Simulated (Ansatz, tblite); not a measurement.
# In10N9 wurtzite ring sphere (In10N9H26−): one state, many levels, part 1 of 2

How do method and basis change the picture of In10N9 wurtzite ring sphere (In10N9H26−) (singlet)?

Program: Ansatz 0.2.0, Gaussian basis. Level of theory: as each input shows. These are calculated values, not measurements.

Levels to be run: GFN1-xTB, GFN2-xTB, PBE-D4/def2-SVP, r2SCAN-D4/def2-SVP, PBE-QIDH/def2-SVP, ωB97X-V/def2-SVP, BLYP-D4/def2-SVP, PBE0-D4/def2-TZVP, PBE-D4/def2-TZVP, MP2/def2-SVP, RPA/def2-SVP.

### 1 The relaxed structure

The singlet was relaxed beforehand with r2SCAN-D4/def2-SVP.

45 atoms, charge -1, spin multiplicity 1.

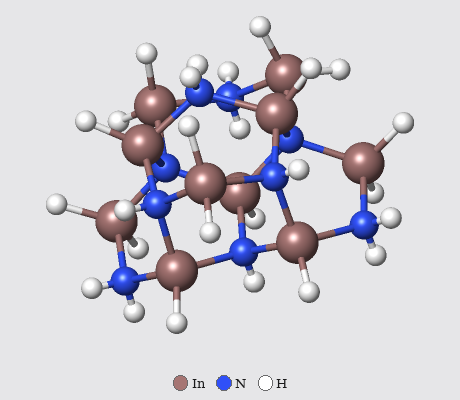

The geometry (indium brown, nitrogen blue, hydrogen white).

In takes a core potential in the def2 sets. No spin-orbit coupling is included. The ion is computed in the gas phase, without counter-ions or solvent.

PBE0-D4/def2-SVP was run before; its log isn't repeated, and its numbers join the tables.

### 2 GFN1-xTB

Tight binding, by tblite at 300 K electronic temperature and without a spin-polarisation term:

```python
tblite.interface.Calculator('GFN1-xTB', numbers, positions, charge=-1, uhf=0).singlepoint()
```

Energy -1589.7394 eV, HOMO -4.98 eV, LUMO -2.33 eV; 0.19 s.

### 3 GFN2-xTB

Tight binding, by tblite at 300 K electronic temperature and without a spin-polarisation term:

```python
tblite.interface.Calculator('GFN2-xTB', numbers, positions, charge=-1, uhf=0).singlepoint()
```

Energy -1416.1670 eV, HOMO -7.93 eV, LUMO -4.88 eV; 0.17 s.

### 4 PBE-D4/def2-SVP

start.molden holds the orbitals of an earlier run on this state, given as this run's starting guess.

The input, in.yaml:

```yaml
crystal:
  periodic: [false, false, false]
  atoms:
    - {symbol: In, position_ang: [0.507484, -3.825337, -0.500911]}
    - {symbol: N, position_ang: [0.541721, -3.674722, 1.770364]}
    - {symbol: In, position_ang: [0.748501, -1.755459, -3.210768]}
    - {symbol: N, position_ang: [-1.109472, -0.641032, -3.772025]}
    - {symbol: N, position_ang: [0.597995, -1.716645, -1.026214]}
    - {symbol: In, position_ang: [-1.203253, -0.694411, -0.402614]}
    - {symbol: In, position_ang: [0.580672, -1.675431, 2.708213]}
    - {symbol: N, position_ang: [-1.088246, -0.627484, 1.822884]}
    - {symbol: In, position_ang: [-1.145559, 1.525427, -3.211405]}
    - {symbol: N, position_ang: [-1.186880, 1.376427, -1.026784]}
    - {symbol: In, position_ang: [-3.057849, 2.353468, -0.501743]}
    - {symbol: In, position_ang: [-1.160003, 1.342104, 2.707675]}
    - {symbol: N, position_ang: [-2.909915, 2.309512, 1.769544]}
    - {symbol: In, position_ang: [2.411221, -0.844461, -0.324604]}
    - {symbol: N, position_ang: [2.259954, -0.649028, 1.850796]}
    - {symbol: N, position_ang: [2.197468, 1.267639, -0.981772]}
    - {symbol: In, position_ang: [0.475696, 2.509899, -0.325493]}
    - {symbol: In, position_ang: [2.479977, 1.431273, 2.560806]}
    - {symbol: N, position_ang: [0.569128, 2.281879, 1.850005]}
    - {symbol: H, position_ang: [-1.054576, -4.535230, -0.801298]}
    - {symbol: H, position_ang: [2.038588, -4.610372, -0.810728]}
    - {symbol: H, position_ang: [-0.270092, -4.183248, 2.133060]}
    - {symbol: H, position_ang: [1.346497, -4.211021, 2.107592]}
    - {symbol: H, position_ang: [0.527164, -3.385148, -3.810274]}
    - {symbol: H, position_ang: [2.049168, -0.711971, -3.743673]}
    - {symbol: H, position_ang: [-1.934867, -1.117464, -3.393526]}
    - {symbol: H, position_ang: [-1.219969, -0.705021, -4.788507]}
    - {symbol: H, position_ang: [-2.676913, -1.544984, -0.805791]}
    - {symbol: H, position_ang: [0.548858, -1.889813, 4.437432]}
    - {symbol: H, position_ang: [-1.936825, -1.116933, 2.134940]}
    - {symbol: H, position_ang: [-2.667811, 2.148175, -3.810742]}
    - {symbol: H, position_ang: [0.408285, 2.129917, -3.744911]}
    - {symbol: H, position_ang: [-4.454121, 1.355899, -0.800925]}
    - {symbol: H, position_ang: [-2.971596, 4.071680, -0.812945]}
    - {symbol: H, position_ang: [-1.361548, 1.422212, 4.436873]}
    - {symbol: H, position_ang: [-3.756774, 1.862196, 2.132756]}
    - {symbol: H, position_ang: [-2.970562, 3.274974, 2.106003]}
    - {symbol: H, position_ang: [3.975239, -1.464269, -0.766563]}
    - {symbol: H, position_ang: [3.102351, -1.110048, 2.218267]}
    - {symbol: H, position_ang: [2.153106, 1.241736, -2.007942]}
    - {symbol: H, position_ang: [3.064056, 1.767738, -0.761089]}
    - {symbol: H, position_ang: [0.721828, 4.174031, -0.767952]}
    - {symbol: H, position_ang: [2.468504, 1.425181, 4.309988]}
    - {symbol: H, position_ang: [3.771732, 2.176140, 1.636836]}
    - {symbol: H, position_ang: [0.591585, 3.242034, 2.217164]}
basis:
  gaussian: {orbitals: def2-SVP, fitting: {mean_field: def2-universal-jkfit}, initial_orbitals: start.molden}
total_charge: -1
hamiltonian: {xc: pbe, dispersion: d4}
scf: {omitted_lower_state_checks: [starts]}
output: {forces: true, orbitals: {seedname: orbitals}}
```

On the command line:

```
> ansatz run in.yaml --threads 2 --pin off --events-out ev --progress --plain --max-ram 31744MiB --backend cuda --devices 0, --max-vram 18GiB
```

What it wrote:

```text
Functional definition: PBE
  name "PBE"
  cite "Perdew, Burke & Ernzerhof, Phys. Rev. Lett. 77, 3865 (1996) doi:10.1103/PhysRevLett.77.3865"
  parent pbe
  parameter kappa = 0.804
  parameter beta = 0.06672455060314922
  exchange = pbe_x(kappa = kappa, mu = beta*pi^2/3)
  correlation = pbe_c(beta = beta)
these checks for a lower state are left out or cut short: starts
3341 factors; integrals over basis functions are off by at most 3.2e-1 eV
mean field evaluation 1: about -65552.4614 eV, gradient 1.4e1 eV
mean field evaluation 2: about -65553.0984 eV, gradient 5.1e-1 eV
mean field evaluation 4: about -65553.1034 eV, gradient 1.9e-3 eV
mean field -65553.10341131 eV, -2409.0321168762 hartree, gradient 1.5e-5 eV, S^2 0.000000; 0 other end points of the search recorded, 0 dependent functions left out
the calculation of the forces begins
reference -65553.10353634 eV, -2409.0321214711 hartree; 150, 150 occupied and 366, 366 virtual orbitals, 3341 factors
Total energy: -65555.95099656 eV, -2409.1367637042 hartree
Atom 0 at     0.507484    -3.825337    -0.500911 Å, force    -0.004012    -0.113361    -0.034390 eV/Å
Atom 1 at     0.541721    -3.674722     1.770364 Å, force    -0.003546     0.110797    -0.107154 eV/Å
Atom 2 at     0.748501    -1.755459    -3.210768 Å, force     0.080767    -0.023015    -0.114509 eV/Å
Atom 3 at    -1.109472    -0.641032    -3.772025 Å, force     0.093330     0.053877     0.068629 eV/Å
Atom 4 at     0.597995    -1.716645    -1.026214 Å, force    -0.036302     0.015691     0.018290 eV/Å
Atom 5 at    -1.203253    -0.694411    -0.402614 Å, force    -0.049361    -0.028603     0.024846 eV/Å
Atom 6 at     0.580672    -1.675431     2.708213 Å, force     0.000493    -0.021075     0.104187 eV/Å
Atom 7 at    -1.088246    -0.627484     1.822884 Å, force     0.056644     0.032694    -0.076235 eV/Å
Atom 8 at    -1.145559     1.525427    -3.211405 Å, force     0.020491     0.081322    -0.114563 eV/Å
Atom 9 at    -1.186880     1.376427    -1.026784 Å, force    -0.004593    -0.039230     0.018214 eV/Å
Atom 10 at    -3.057849     2.353468    -0.501743 Å, force    -0.100272     0.053230    -0.034365 eV/Å
Atom 11 at    -1.160003     1.342104     2.707675 Å, force    -0.018033     0.011042     0.104153 eV/Å
Atom 12 at    -2.909915     2.309512     1.769544 Å, force     0.094033    -0.058807    -0.107202 eV/Å
Atom 13 at     2.411221    -0.844461    -0.324604 Å, force     0.088301    -0.014133    -0.016574 eV/Å
Atom 14 at     2.259954    -0.649028     1.850796 Å, force    -0.057375     0.052416    -0.039602 eV/Å
Atom 15 at     2.197468     1.267639    -0.981772 Å, force    -0.091180    -0.052492     0.054116 eV/Å
Atom 16 at     0.475696     2.509899    -0.325493 Å, force     0.032013     0.083655    -0.016425 eV/Å
Atom 17 at     2.479977     1.431273     2.560806 Å, force     0.085286     0.049255     0.071900 eV/Å
Atom 18 at     0.569128     2.281879     1.850005 Å, force     0.016629    -0.075987    -0.039425 eV/Å
Atom 19 at    -1.054576    -4.535230    -0.801298 Å, force    -0.130413    -0.046754    -0.023545 eV/Å
Atom 20 at     2.038588    -4.610372    -0.810728 Å, force     0.120641    -0.053549    -0.023404 eV/Å
Atom 21 at    -0.270092    -4.183248     2.133060 Å, force    -0.231876    -0.129496     0.091655 eV/Å
Atom 22 at     1.346497    -4.211021     2.107592 Å, force     0.232082    -0.137954     0.084452 eV/Å
Atom 23 at     0.527164    -3.385148    -3.810274 Å, force    -0.023025    -0.131411    -0.045581 eV/Å
Atom 24 at     2.049168    -0.711971    -3.743673 Å, force     0.095894     0.084722    -0.033916 eV/Å
Atom 25 at    -1.934867    -1.117464    -3.393526 Å, force    -0.203762    -0.117634     0.119852 eV/Å
Atom 26 at    -1.219969    -0.705021    -4.788507 Å, force    -0.021343    -0.012320    -0.272454 eV/Å
Atom 27 at    -2.676913    -1.544984    -0.805791 Å, force    -0.119612    -0.069027    -0.044921 eV/Å
Atom 28 at     0.548858    -1.889813     4.437432 Å, force    -0.003485    -0.015399     0.141641 eV/Å
Atom 29 at    -1.936825    -1.116933     2.134940 Å, force    -0.199179    -0.114883     0.076466 eV/Å
Atom 30 at    -2.667811     2.148175    -3.810742 Å, force    -0.125396     0.045826    -0.045601 eV/Å
Atom 31 at     0.408285     2.129917    -3.744911 Å, force     0.121444     0.040781    -0.033914 eV/Å
Atom 32 at    -4.454121     1.355899    -0.800925 Å, force    -0.105648    -0.089541    -0.023490 eV/Å
Atom 33 at    -2.971596     4.071680    -0.812945 Å, force     0.013992     0.131232    -0.023519 eV/Å
Atom 34 at    -1.361548     1.422212     4.436873 Å, force    -0.015108     0.004677     0.141653 eV/Å
Atom 35 at    -3.756774     1.862196     2.132756 Å, force    -0.228204    -0.135703     0.091863 eV/Å
Atom 36 at    -2.970562     3.274974     2.106003 Å, force    -0.003064     0.270126     0.084200 eV/Å
Atom 37 at     3.975239    -1.464269    -0.766563 Å, force     0.123748    -0.051555    -0.035133 eV/Å
Atom 38 at     3.102351    -1.110048     2.218267 Å, force     0.196256    -0.117548     0.085307 eV/Å
Atom 39 at     2.153106     1.241736    -2.007942 Å, force    -0.031306    -0.018355    -0.257834 eV/Å
Atom 40 at     3.064056     1.767738    -0.761089 Å, force     0.227267     0.131215     0.089023 eV/Å
Atom 41 at     0.721828     4.174031    -0.767952 Å, force     0.017270     0.132823    -0.035177 eV/Å
Atom 42 at     2.468504     1.425181     4.309988 Å, force    -0.004743    -0.002710     0.128872 eV/Å
Atom 43 at     3.771732     2.176140     1.636836 Å, force     0.097761     0.056366    -0.085578 eV/Å
Atom 44 at     0.591585     3.242034     2.217164 Å, force    -0.003504     0.228794     0.085192 eV/Å
Dipole moment:    -0.193945    -0.111665     0.821167 e Å
Checks for a lower state left out: starts
```

Run time: 6.5 s. Hardware: 1 × H100 (card shared with other runs) with 2 threads of AMD EPYC 7R13, shared host; peak host memory 1.1 GiB.

From the report: HOMO -2.86 eV, LUMO 0.99 eV.

### 5 r2SCAN-D4/def2-SVP

Edit in.yaml of step 4 so:

```diff
@@ -51,4 +51,4 @@
 total_charge: -1
-hamiltonian: {xc: pbe, dispersion: d4}
+hamiltonian: {xc: r2scan, dispersion: d4}
 scf: {omitted_lower_state_checks: [starts]}
-output: {forces: true, orbitals: {seedname: orbitals}}
+output: {orbitals: {seedname: orbitals}}
```

Launched as before.

What it wrote:

```text
Functional definition: r2SCAN
  name "r2SCAN"
  cite "Furness, Kaplan, Ning, Perdew & Sun, J. Phys. Chem. Lett. 11, 8208 (2020) doi:10.1021/acs.jpclett.0c02405"
  cite "Furness, Kaplan, Ning, Perdew & Sun, J. Phys. Chem. Lett. 11, 9248 (2020) doi:10.1021/acs.jpclett.0c03077"
  parent r2scan
  parameter k0 = 0.174
  parameter k1 = 0.065
  parameter a1 = 4.9479
  exchange = r2scan_x(k0 = k0, k1 = k1, a1 = a1)
  correlation = r2scan_c
these checks for a lower state are left out or cut short: starts
3341 factors; integrals over basis functions are off by at most 3.2e-1 eV
mean field evaluation 1: about -65583.0212 eV, gradient 7.9e0 eV
mean field evaluation 2: about -65583.1759 eV, gradient 1.5e-1 eV
mean field evaluation 4: about -65583.2026 eV, gradient 2.1e-4 eV
mean field -65583.20263194 eV, -2410.1382428324 hartree, gradient 1.2e-5 eV, S^2 0.000000; 0 other end points of the search recorded, 0 dependent functions left out
reference -65583.20267232 eV, -2410.1382443163 hartree; 150, 150 occupied and 366, 366 virtual orbitals, 3341 factors
Total energy: -65584.01292952 eV, -2410.1680207194 hartree
Checks for a lower state left out: starts
```

Run time: 5.5 s. Hardware: 1 × H100 (card shared with other runs) with 2 threads of AMD EPYC 7R13, shared host; peak host memory 1.1 GiB.

HOMO -3.09 eV, LUMO 1.20 eV.

### 6 PBE-QIDH/def2-SVP

Edit in.yaml of step 5 so:

```diff
@@ -51,4 +51,4 @@
 total_charge: -1
-hamiltonian: {xc: r2scan, dispersion: d4}
+hamiltonian: {xc: {name: PBE-QIDH}}
 scf: {omitted_lower_state_checks: [starts]}
-output: {orbitals: {seedname: orbitals}}
+output: {forces: true}
```

Same command.

What it wrote:

```text
Functional definition: PBE-QIDH
  name "PBE-QIDH"
  cite "Brémond, Sancho-García, Pérez-Jiménez & Adamo, J. Chem. Phys. 141, 031101 (2014) doi:10.1063/1.4890314"
  cite "Perdew, Burke & Ernzerhof, Phys. Rev. Lett. 77, 3865 (1996) doi:10.1103/PhysRevLett.77.3865"
  parameter a = 3^(-1/3)
  parameter c = 1/3
  exchange = (1 - a)*pbe_x + a*exact_x
  correlation = (1 - c)*pbe_c + c*(mp2_os + mp2_ss)
these checks for a lower state are left out or cut short: starts
3341 factors; integrals over basis functions are off by at most 3.2e-1 eV
mean field evaluation 1: about -65446.4114 eV, gradient 2.3e1 eV
mean field evaluation 2: about -65448.1291 eV, gradient 1.3e0 eV
mean field evaluation 4: about -65448.1442 eV, gradient 3.0e-2 eV
mean field -65448.14422550 eV, -2405.1749379415 hartree, gradient 9.7e-6 eV, S^2 0.000000; 0 other end points of the search recorded, 0 dependent functions left out
49 core orbitals not correlated: weight in the atoms' cores, before any rotation towards them, 1.000 or more for the frozen orbitals, at most 0.000 for the correlated occupied ones
reference -65448.14426427 eV, -2405.1749393663 hartree; 101, 101 occupied and 366, 366 virtual orbitals, 3341 factors
second order -82.65195098 eV of doubles, -0.00000000 eV of singles
the calculation of the forces begins
Total energy: -65475.69491460 eV, -2406.1874070914 hartree
Atom 0 at     0.507484    -3.825337    -0.500911 Å, force    -0.000519     0.119400     0.105251 eV/Å
Atom 1 at     0.541721    -3.674722     1.770364 Å, force     0.000661    -0.152003     0.152045 eV/Å
Atom 2 at     0.748501    -1.755459    -3.210768 Å, force    -0.135801     0.081457     0.063801 eV/Å
Atom 3 at    -1.109472    -0.641032    -3.772025 Å, force    -0.130878    -0.075612    -0.096161 eV/Å
Atom 4 at     0.597995    -1.716645    -1.026214 Å, force     0.018110    -0.046737    -0.027495 eV/Å
Atom 5 at    -1.203253    -0.694411    -0.402614 Å, force     0.157612     0.090842     0.079436 eV/Å
Atom 6 at     0.580672    -1.675431     2.708213 Å, force    -0.000166    -0.026372    -0.202326 eV/Å
Atom 7 at    -1.088246    -0.627484     1.822884 Å, force    -0.108422    -0.062512     0.098031 eV/Å
Atom 8 at    -1.145559     1.525427    -3.211405 Å, force     0.002674    -0.158416     0.063819 eV/Å
Atom 9 at    -1.186880     1.376427    -1.026784 Å, force    -0.031477     0.039041    -0.027613 eV/Å
Atom 10 at    -3.057849     2.353468    -0.501743 Å, force     0.103018    -0.060063     0.105315 eV/Å
Atom 11 at    -1.160003     1.342104     2.707675 Å, force    -0.022909     0.013129    -0.202394 eV/Å
Atom 12 at    -2.909915     2.309512     1.769544 Å, force    -0.131196     0.076738     0.151898 eV/Å
Atom 13 at     2.411221    -0.844461    -0.324604 Å, force    -0.128022     0.130167     0.082442 eV/Å
Atom 14 at     2.259954    -0.649028     1.850796 Å, force     0.127069    -0.082067     0.062489 eV/Å
Atom 15 at     2.197468     1.267639    -0.981772 Å, force     0.125518     0.072484    -0.134991 eV/Å
Atom 16 at     0.475696     2.509899    -0.325493 Å, force     0.048691    -0.175769     0.082757 eV/Å
Atom 17 at     2.479977     1.431273     2.560806 Å, force    -0.115465    -0.066592    -0.098962 eV/Å
Atom 18 at     0.569128     2.281879     1.850005 Å, force    -0.007524     0.151003     0.062706 eV/Å
Atom 19 at    -1.054576    -4.535230    -0.801298 Å, force     0.055781     0.003796     0.003324 eV/Å
Atom 20 at     2.038588    -4.610372    -0.810728 Å, force    -0.055501     0.010380     0.003437 eV/Å
Atom 21 at    -0.270092    -4.183248     2.133060 Å, force     0.207102     0.124489    -0.100385 eV/Å
Atom 22 at     1.346497    -4.211021     2.107592 Å, force    -0.204426     0.128391    -0.092625 eV/Å
Atom 23 at     0.527164    -3.385148    -3.810274 Å, force     0.027232     0.048348     0.017206 eV/Å
Atom 24 at     2.049168    -0.711971    -3.743673 Å, force    -0.029843    -0.054803     0.017254 eV/Å
Atom 25 at    -1.934867    -1.117464    -3.393526 Å, force     0.216928     0.125189    -0.110370 eV/Å
Atom 26 at    -1.219969    -0.705021    -4.788507 Å, force     0.014481     0.008471     0.261715 eV/Å
Atom 27 at    -2.676913    -1.544984    -0.805791 Å, force     0.031465     0.018173    -0.010712 eV/Å
Atom 28 at     0.548858    -1.889813     4.437432 Å, force    -0.000330     0.011161    -0.060749 eV/Å
Atom 29 at    -1.936825    -1.116933     2.134940 Å, force     0.199463     0.115044    -0.076302 eV/Å
Atom 30 at    -2.667811     2.148175    -3.810742 Å, force     0.055438    -0.000456     0.017151 eV/Å
Atom 31 at     0.408285     2.129917    -3.744911 Å, force    -0.062207     0.001671     0.017309 eV/Å
Atom 32 at    -4.454121     1.355899    -0.800925 Å, force     0.031286     0.046391     0.003232 eV/Å
Atom 33 at    -2.971596     4.071680    -0.812945 Å, force    -0.018778    -0.053250     0.003474 eV/Å
Atom 34 at    -1.361548     1.422212     4.436873 Å, force     0.009467    -0.005925    -0.060728 eV/Å
Atom 35 at    -3.756774     1.862196     2.132756 Å, force     0.211561     0.116704    -0.100463 eV/Å
Atom 36 at    -2.970562     3.274974     2.106003 Å, force     0.008591    -0.241235    -0.092462 eV/Å
Atom 37 at     3.975239    -1.464269    -0.766563 Å, force    -0.053925     0.007402     0.011330 eV/Å
Atom 38 at     3.102351    -1.110048     2.218267 Å, force    -0.194916     0.109117    -0.089236 eV/Å
Atom 39 at     2.153106     1.241736    -2.007942 Å, force     0.023762     0.013582     0.273725 eV/Å
Atom 40 at     3.064056     1.767738    -0.761089 Å, force    -0.210604    -0.121478    -0.059195 eV/Å
Atom 41 at     0.721828     4.174031    -0.767952 Å, force    -0.020607    -0.050495     0.011346 eV/Å
Atom 42 at     2.468504     1.425181     4.309988 Å, force     0.020251     0.011646    -0.063294 eV/Å
Atom 43 at     3.771732     2.176140     1.636836 Å, force    -0.029612    -0.017069     0.045184 eV/Å
Atom 44 at     0.591585     3.242034     2.217164 Å, force    -0.003035    -0.223361    -0.089214 eV/Å
Dipole moment:    -0.193629    -0.111475     0.865109 e Å
Checks for a lower state left out: starts
```

Run time: 17 s. Hardware: 1 × H100 (card shared with other runs) with 2 threads of AMD EPYC 7R13, shared host; peak host memory 6.8 GiB.

### 7 ωB97X-V/def2-SVP

Edit in.yaml of step 6 so:

```diff
@@ -51,4 +51,4 @@
 total_charge: -1
-hamiltonian: {xc: {name: PBE-QIDH}}
+hamiltonian: {xc: {name: wB97X-V}}
 scf: {omitted_lower_state_checks: [starts]}
-output: {forces: true}
+output: {orbitals: {seedname: orbitals}}
```

The command is unchanged.

What it wrote:

```text
Functional definition: wB97X-V
  name "wB97X-V"
  cite "Mardirossian & Head-Gordon, Phys. Chem. Chem. Phys. 16, 9904 (2014) doi:10.1039/C3CP54374A"
  cite "Becke, J. Chem. Phys. 107, 8554 (1997) doi:10.1063/1.475007"
  cite "Vydrov & Van Voorhis, J. Chem. Phys. 133, 244103 (2010) doi:10.1063/1.3521275"
  parameter omega = 0.3/bohr
  parameter cx = 0.167
  parameter cx1 = 0.603
  parameter cx2 = 1.194
  parameter css0 = 0.556
  parameter css1 = -0.257
  parameter cos0 = 1.219
  parameter cos1 = -1.850
  parameter b = 6.0
  parameter c = 0.01
  exchange = spin_sum(e_x_unif_sr(omega)*poly(b97_u_x, 1 - cx, cx1, cx2)) + cx*exact_x_sr(omega) + exact_x_lr(omega)
  correlation = spin_sum(e_c_pw_same_spin*poly(b97_u_same, css0, css1))
      + integral(e_c_pw_opposite_spin*poly(b97_u_opposite, cos0, cos1)) + vv10(b, c)
these checks for a lower state are left out or cut short: starts
3341 factors; integrals over basis functions are off by at most 3.2e-1 eV
3341 factors; integrals over basis functions are off by at most 3.4e-7 eV
mean field evaluation 1: about -65562.6308 eV, gradient 8.5e0 eV
mean field evaluation 2: about -65562.9511 eV, gradient 2.7e-1 eV
mean field evaluation 4: about -65562.9659 eV, gradient 6.1e-4 eV
mean field -65562.96587315 eV, -2409.3945556639 hartree, gradient 2.1e-5 eV, S^2 0.000000; 0 other end points of the search recorded, 0 dependent functions left out
reference -65562.96586711 eV, -2409.3945554419 hartree; 150, 150 occupied and 366, 366 virtual orbitals, 3341 factors
Total energy: -65562.96586711 eV, -2409.3945554419 hartree
Checks for a lower state left out: starts
```

Run time: 9 s. Hardware: 1 × H100 (card shared with other runs) with 2 threads of AMD EPYC 7R13, shared host; peak host memory 1.4 GiB.

From the report: HOMO -6.21 eV, LUMO 3.74 eV.

### 8 BLYP-D4/def2-SVP

Edit in.yaml of step 7 so:

```diff
@@ -51,3 +51,3 @@
 total_charge: -1
-hamiltonian: {xc: {name: wB97X-V}}
+hamiltonian: {xc: {name: BLYP}, dispersion: d4}
 scf: {omitted_lower_state_checks: [starts]}
```

The command is unchanged.

What it wrote:

```text
Functional definition: BLYP
  name "BLYP"
  cite "Becke, Phys. Rev. A 38, 3098 (1988) doi:10.1103/PhysRevA.38.3098"
  cite "Lee, Yang & Parr, Phys. Rev. B 37, 785 (1988) doi:10.1103/PhysRevB.37.785"
  parameter beta = 0.0042
  parameter a = 0.04918
  parameter b = 0.132
  parameter c = 0.2533
  parameter d = 0.349
  exchange = b88_x(beta = beta)
  correlation = lyp_c(a = a, b = b, c = c, d = d)
these checks for a lower state are left out or cut short: starts
3341 factors; integrals over basis functions are off by at most 3.2e-1 eV
mean field evaluation 1: about -65549.0388 eV, gradient 1.9e1 eV
mean field evaluation 2: about -65550.0503 eV, gradient 8.3e-1 eV
mean field evaluation 4: about -65550.0548 eV, gradient 8.0e-2 eV
mean field -65550.05484613 eV, -2408.9200841723 hartree, gradient 8.3e-5 eV, S^2 0.000000; 0 other end points of the search recorded, 0 dependent functions left out
reference -65550.05570571 eV, -2408.9201157613 hartree; 150, 150 occupied and 366, 366 virtual orbitals, 3341 factors
Total energy: -65555.62345561 eV, -2409.1247267962 hartree
Checks for a lower state left out: starts
```

Run time: 3.4 s. Hardware: 1 × H100 (card shared with other runs) with 2 threads of AMD EPYC 7R13, shared host; peak host memory 1.1 GiB.

HOMO -2.70 eV, LUMO 1.11 eV.

(Continued in part 2 of 2.)
